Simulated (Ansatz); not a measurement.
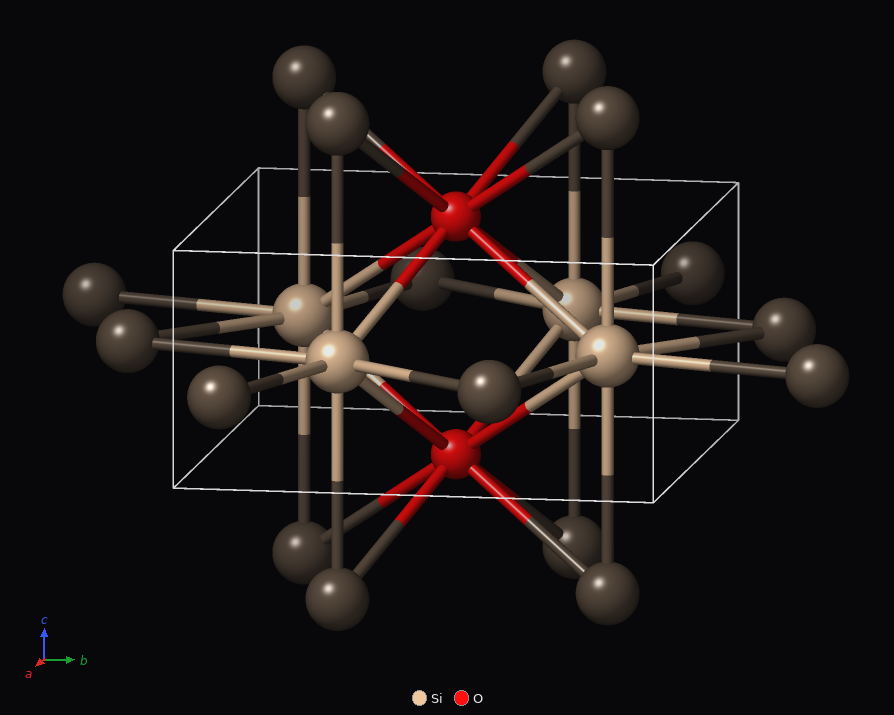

Structure drawing (ball-and-stick), viewed slightly off an axis. Lines trace the edges of the simulation cell. Atoms just outside the outline that bond to atoms inside are added, in fainter colours.

```
CELL_PARAMETERS angstrom
5.14630 0.00000 0.00000
0.00000 5.14630 0.00000
0.00000 0.00000 2.54730
ATOMIC_POSITIONS crystal
Si 0.68508 0.84893 0.50000
Si 0.31492 0.15107 0.50000
Si 0.15107 0.68508 0.50000
Si 0.84893 0.31492 0.50000
O 0.50000 0.50000 0.00000
```

Results below were computed with Ansatz 0.2.0, DFT PBE, scalar-relativistic, plane waves, PAW; the settings were plane waves up to 420 eV, the zone sampled with 8×8×14 points, Gaussian smearing of 0.1 eV, no spin polarisation.

**What net charge does each kind of atom have (Bader)?**

Si +0.29 e; O -1.17 e.

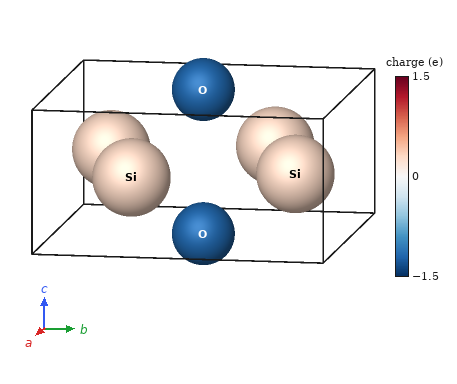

The atoms coloured by those charges.

It goes back to a random cell made by a generator, so it need not be a real form of the compound. Earlier steps of the study, as a rule a relaxation of our own, may have changed the cell and positions, so they can lie some per cent off the listed ones. It was run through Ansatz as a DFT input.
